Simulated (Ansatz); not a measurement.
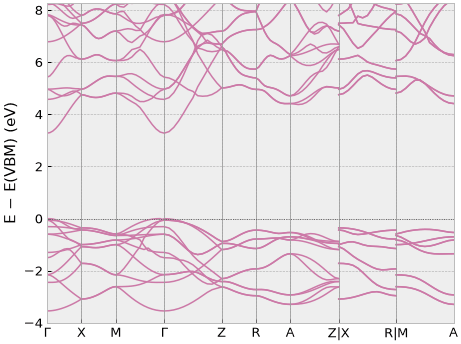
Figure: Band structure from DFT-PBEsol in the program Ansatz with PAW potentials

Read off the gap and where the band edges lie.

About 3.3 eV (3.28 eV by a search for the band edges); maximum on the M–Γ line, 91 % of the way from M, minimum at Γ.

Pick the material that matches.
A. BaCuSF, P4/nmm (Ba on 2c, Cu on 2b, S on 2c, F on 2a)
B. ZnSe, P4_2/mnm (Zn on 4g, Se on 4f)
C. GaN, P4_2/mnm (Ga on 4g, N on 4f)
D. MgS, P4_2/mnm (Mg on 4g, S on 4f)

D, MgS, P4_2/mnm (Mg on 4g, S on 4f)

The start of the workflow was typed in or built on a structure type; neither database checked (COD, Materials Project) lists it. COD files the formula under space group No. 225. Whether it is the stable phase at ambient conditions was not checked. The cell was relaxed with PBEsol under the symmetry of its start; whether a distortion lowers the energy is not shown.

Potentials: the earlier of the program's two PAW sets. The files were generated under PBE; for other functionals the program regenerates the frozen cores, and for LDA and PBEsol the local potential too.
